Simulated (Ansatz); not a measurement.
# Run report: GeNH3Cl4, geometry relaxation (part 1 of 2)

- system: GeNH3Cl4
- method: RHF/def2-SVP (Ansatz 0.2.0)

The input holds or restrains some coordinates. It belongs to a series of runs on one base structure; here: pulled along the bonds that form and break, towards end B. Figures and captions count atoms from 1; the log counts them from 0 in places.

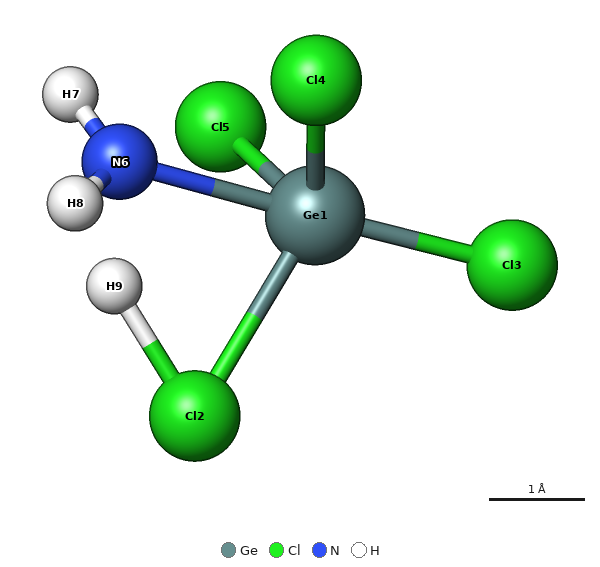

Figure 1. The structure as given in the input (ball-and-stick view, seen at a tilt; atoms are numbered from 1 in the order of the input). Sticks mark near contacts.

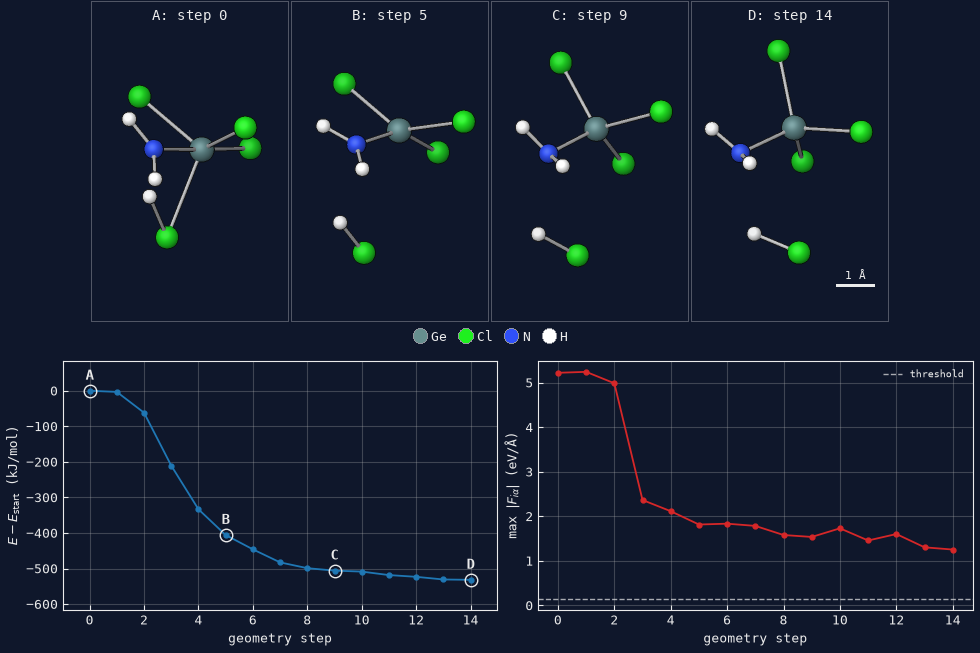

Figure 2. Frames of the restrained relaxation (ball-and-stick view, seen at a tilt) above the curves, on which the letters mark them (the first geometry is step 0 here and step 1 in the log).

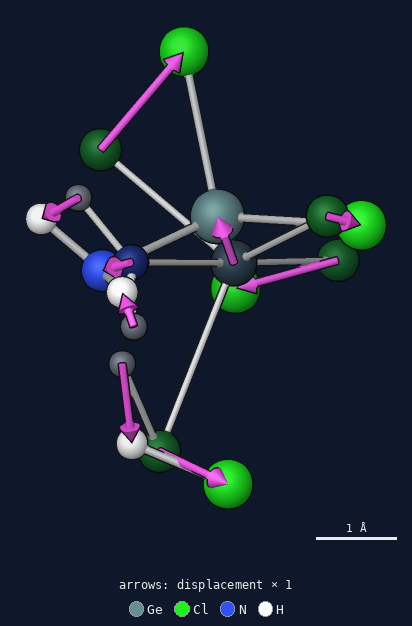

Figure 3. Start (faint) and end (solid) with the displacements as pink arrows, at true length (ball-and-stick view, seen at a tilt). The two geometries are laid on each other by the best rigid fit. After 14 geometry steps the energy has fallen by 531.7 kJ/mol. Largest force component: 5.2 eV/Å at the start, 1.3 eV/Å at the end. Cl5 moves most after the best rigid fit: 1.66 Å. Largest moves by element: Cl 1.66 Å, H 1.13 Å, Ge 0.76 Å, N 0.55 Å. Among the contacts that change: Ge1–Cl2 2.570 → 3.435 Å, Ge1–N6 2.210 → 1.866 Å, Cl2–H9 1.619 → 1.322 Å, Ge1–Cl3 2.220 → 2.128 Å. Bonds break: Ge1–Cl2 (2.57 → 3.44 Å). Among the angles that change: Cl3–Ge1–N6 178.9° → 112.8°, Cl4–Ge1–N6 70.0° → 112.0°, Cl5–Ge1–N6 70.0° → 107.0°. (Atoms are counted from 1 in the order of the input.)

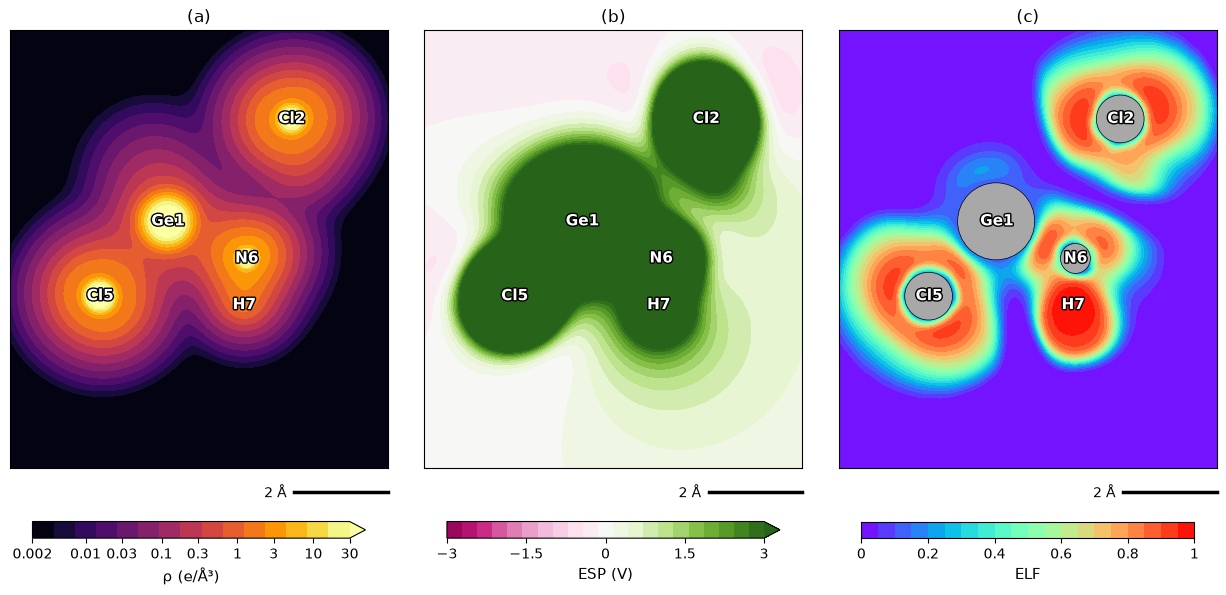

Figure 4. (a) total electron density; (b) molecular electrostatic potential; (c) ELF on the plane of atoms Cl5, Ge1 and N6. Grey discs, where drawn, cover atomic cores. Atoms in the plane: Ge, Cl, N and H. Ge–Cl (2.15 Å): ρ at the midpoint is about 0.75 e/Å³, with its minimum of 0.67 e/Å³ about 0.9 Å from Ge; the ELF peaks at about 0.85 in the valence shell of Cl, 0.9 Å from its nucleus, and is about 0.70 at the midpoint. N–H (1.01 Å): ρ at the midpoint is about 2.8 e/Å³, with its minimum of 2.3 e/Å³ about 0.8 Å from N; the ELF climbs to about 1 towards the hydrogen, as it does in any bond to H; a covalent bond by its length.

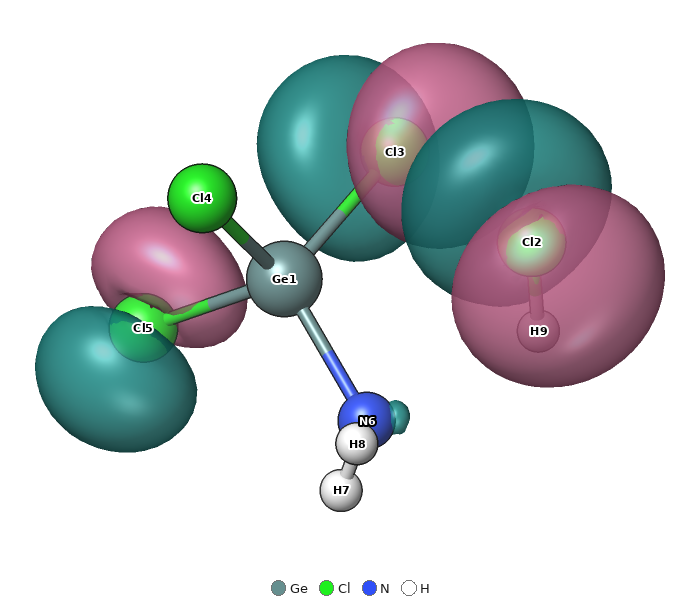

Figure 5. The HOMO−1 at ±0.08 Å⁻³ᐟ² (teal and pink are the two phases), seen at a tilt. Its energy is −12.34 eV.

These pictures come from the run below.

### Input file
```yaml
crystal:
  periodic: [false, false, false]
  atoms:
    - { symbol: Ge, position_ang: [0.0, 0.0, 0.0] }
    - { symbol: Cl, position_ang: [0.0, 0.0, 2.57] }
    - { symbol: Cl, position_ang: [2.0935, 0.0, -0.7393] }
    - { symbol: Cl, position_ang: [-1.0456, 1.8115, -0.7393] }
    - { symbol: Cl, position_ang: [-1.0456, -1.8115, -0.7393] }
    - { symbol: "N", position_ang: [-2.0973, 0.0, 0.6969] }
    - { symbol: H, position_ang: [-2.8173, -0.6071, 0.2106] }
    - { symbol: H, position_ang: [-2.3831, 0.6071, 1.5174] }
    - { symbol: H, position_ang: [-1.4594, 0.0, 1.8686] }
basis:
  gaussian: { orbitals: def2-SVP }
hamiltonian:
  xc: hf
relax:
  f_tol: 0.15
  max_steps: 25
  restrain:
    - { distance: [0, 5], at: 1.91, k: 30.0 }
    - { distance: [8, 1], at: 1.37, k: 30.0 }
    - { distance: [0, 1], at: 3.42, k: 30.0 }
    - { distance: [8, 5], at: 2.26, k: 30.0 }
output:
  orbitals: {}
```

Run as:
```bash
ansatz run input.yaml --threads 4 --pin off --max-ram 5120MiB --backend cpu --events-out ev --progress --plain --runs-dir out
```

### Output
```
The last accepted step is kept in [file] (removed where the run ends without a failure and the disk answers)
Engine: ansatz 0.2.0, aarch64-unknown-linux-gnu
Functional definition: HF
  exchange = exact_x
  correlation = 0
1338 factors; integrals over basis functions are off by at most 3.9e-4 eV
mean field evaluation 1: about -107987.8408 eV, gradient 3.8e1 eV
mean field evaluation 2: about -107987.9329 eV, gradient 3.9e1 eV
mean field evaluation 4: about -107991.8091 eV, gradient 2.8e0 eV
mean field evaluation 8: about -107991.8431 eV, gradient 2.2e-1 eV
mean field -107991.84355418 eV, -3968.6270511156 hartree, gradient 4.3e-5 eV, S^2 0.000000; 0 other end points of the search recorded, 0 dependent functions left out
the calculation of the forces begins
reference -107991.84355418 eV, -3968.6270511156 hartree; 55, 55 occupied and 78, 78 virtual orbitals, 1338 factors
relax step   1: F+E_penalty+E_count = -107991.84355418 eV  Δ(F+E_penalty+E_count) = +0.000e0 eV  max|allowed force component| = 5.222e0 eV/Å  E_restraint = 25.97912361 eV  max|allowed force component, restraints' pulls added| = 2.540e1 eV/Å  Δτ_max = 0.0000 Å  (41 SCF iters, accepted)
  distance Ge 0 - N 5 = 2.2101 Å
  distance H 8 - Cl 1 = 1.6192 Å
  distance Ge 0 - Cl 1 = 2.5700 Å
  distance H 8 - N 5 = 1.3341 Å
these checks for a lower state are left out or cut short: starts, cluster_reference, orbital_swaps, neighbouring_geometries, increment
1338 factors; integrals over basis functions are off by at most 4.7e-4 eV
mean field evaluation 16: about -107991.7680 eV, gradient 4.5e-2 eV
mean field -107991.87685368 eV, -3968.6282748496 hartree, gradient 4.0e-5 eV, S^2 0.000000; 0 other end points of the search recorded, 0 dependent functions left out
[... from here on the field's lines of each further geometry are left out, up to the last ...]
relax step   2: F+E_penalty+E_count = -107991.87685368 eV  Δ(F+E_penalty+E_count) = -3.330e-2 eV  max|allowed force component| = 5.243e0 eV/Å  E_restraint = 11.54459450 eV  max|allowed force component, restraints' pulls added| = 1.936e1 eV/Å  Δτ_max = 0.1948 Å  (44 SCF iters, accepted)
relax step   3: F+E_penalty+E_count = -107992.48272867 eV  Δ(F+E_penalty+E_count) = -6.059e-1 eV  max|allowed force component| = 4.987e0 eV/Å  E_restraint = 3.74821816 eV  max|allowed force component, restraints' pulls added| = 1.092e1 eV/Å  Δτ_max = 0.1948 Å  (42 SCF iters, accepted)
relax step   4: F+E_penalty+E_count = -107994.02479941 eV  Δ(F+E_penalty+E_count) = -1.542e0 eV  max|allowed force component| = 2.366e0 eV/Å  E_restraint = 0.47214547 eV  max|allowed force component, restraints' pulls added| = 3.575e0 eV/Å  Δτ_max = 0.1948 Å  (37 SCF iters, accepted)
relax step   5: F+E_penalty+E_count = -107995.29789417 eV  Δ(F+E_penalty+E_count) = -1.273e0 eV  max|allowed force component| = 2.115e0 eV/Å  E_restraint = 0.08104172 eV  max|allowed force component, restraints' pulls added| = 1.598e0 eV/Å  Δτ_max = 0.1947 Å  (35 SCF iters, accepted)
relax step   6: F+E_penalty+E_count = -107996.04819347 eV  Δ(F+E_penalty+E_count) = -7.503e-1 eV  max|allowed force component| = 1.816e0 eV/Å  E_restraint = 0.05216666 eV  max|allowed force component, restraints' pulls added| = 9.928e-1 eV/Å  Δτ_max = 0.1948 Å  (34 SCF iters, accepted)
relax step   7: F+E_penalty+E_count = -107996.46553534 eV  Δ(F+E_penalty+E_count) = -4.173e-1 eV  max|allowed force component| = 1.835e0 eV/Å  E_restraint = 0.06179413 eV  max|allowed force component, restraints' pulls added| = 1.066e0 eV/Å  Δτ_max = 0.1997 Å  (33 SCF iters, accepted)
relax step   8: F+E_penalty+E_count = -107996.84572469 eV  Δ(F+E_penalty+E_count) = -3.802e-1 eV  max|allowed force component| = 1.785e0 eV/Å  E_restraint = 0.06099069 eV  max|allowed force component, restraints' pulls added| = 1.158e0 eV/Å  Δτ_max = 0.1927 Å  (34 SCF iters, accepted)
relax step   9: F+E_penalty+E_count = -107997.01462141 eV  Δ(F+E_penalty+E_count) = -1.689e-1 eV  max|allowed force component| = 1.580e0 eV/Å  E_restraint = 0.06726529 eV  max|allowed force component, restraints' pulls added| = 4.560e-1 eV/Å  Δτ_max = 0.1994 Å  (33 SCF iters, accepted)
relax step  10: F+E_penalty+E_count = -107997.08611956 eV  Δ(F+E_penalty+E_count) = -7.150e-2 eV  max|allowed force component| = 1.537e0 eV/Å  E_restraint = 0.06645980 eV  max|allowed force component, restraints' pulls added| = 4.908e-1 eV/Å  Δτ_max = 0.2000 Å  (32 SCF iters, accepted)
relax step  11: F+E_penalty+E_count = -107997.11427156 eV  Δ(F+E_penalty+E_count) = -2.815e-2 eV  max|allowed force component| = 1.731e0 eV/Å  E_restraint = 0.05248980 eV  max|allowed force component, restraints' pulls added| = 1.322e0 eV/Å  Δτ_max = 0.1950 Å  (32 SCF iters, accepted)
relax step  12: F+E_penalty+E_count = -107997.21565915 eV  Δ(F+E_penalty+E_count) = -1.014e-1 eV  max|allowed force component| = 1.457e0 eV/Å  E_restraint = 0.05609247 eV  max|allowed force component, restraints' pulls added| = 7.981e-1 eV/Å  Δτ_max = 0.1997 Å  (32 SCF iters, accepted)
relax step  13: F+E_penalty+E_count = -107997.26678401 eV  Δ(F+E_penalty+E_count) = -5.112e-2 eV  max|allowed force component| = 1.602e0 eV/Å  E_restraint = 0.04994983 eV  max|allowed force component, restraints' pulls added| = 9.261e-1 eV/Å  Δτ_max = 0.1913 Å  (32 SCF iters, accepted)
relax step  14: F+E_penalty+E_count = -107997.34414732 eV  Δ(F+E_penalty+E_count) = -7.736e-2 eV  max|allowed force component| = 1.304e0 eV/Å  E_restraint = 0.06281323 eV  max|allowed force component, restraints' pulls added| = 1.644e-1 eV/Å  Δτ_max = 0.2000 Å  (32 SCF iters, accepted)
the calculation of the forces begins
reference -107997.35434055 eV, -3968.8295687794 hartree; 55, 55 occupied and 78, 78 virtual orbitals, 1342 factors
```
